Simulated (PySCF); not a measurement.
SMILES COC(=O)[SiH2][SiH2]C(C)C at its GFN2-xTB optimised geometry (Å):

```
23

C      2.2592     2.6896     0.0028
O      1.5757     1.4394     0.0000
C      0.2350     1.4394     0.0000
O     -0.4374     2.4413     0.0000
Si    -0.4027    -0.3548    -0.1044
Si    -0.4937    -0.8983    -2.3591
C     -1.3777    -2.5831    -2.5935
C     -2.8363    -2.5126    -2.1515
C     -0.6533    -3.6964    -1.8425
H      2.9049     2.7257     0.8800
H      2.8589     2.7572    -0.9051
H      1.5308     3.5020     0.0352
H     -1.6852    -0.3585     0.6101
H      0.5423    -1.1428     0.6963
H     -1.2100     0.0910    -3.1812
H      0.8460    -1.0270    -2.9610
H     -1.3648    -2.8371    -3.6586
H     -3.3381    -3.4642    -2.3251
H     -2.9049    -2.2849    -1.0890
H     -3.3719    -1.7426    -2.7023
H     -0.6578    -3.5020    -0.7709
H     -1.1396    -4.6564    -2.0135
H      0.3804    -3.7777    -2.1713
```

Level of theory: PBE0/def2-SVP (PySCF 2.14.0). Cells within 0.4 Å of a nucleus heavier than hydrogen are left out (blank, or x).

Map of the Laplacian of the electron density (e/bohr⁵), clipped to [-1.50, 1.50] on the plane z = 0.0 Å:

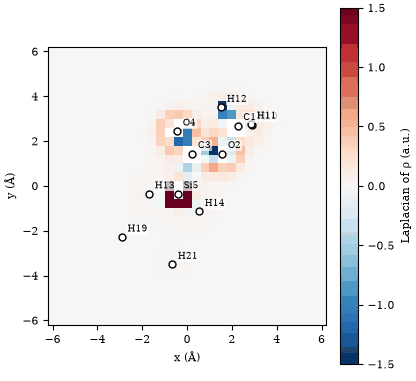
Laplacian of the electron density (e/bohr⁵), clipped to [-1.50, 1.50] on the plane z = 0.0 Å.
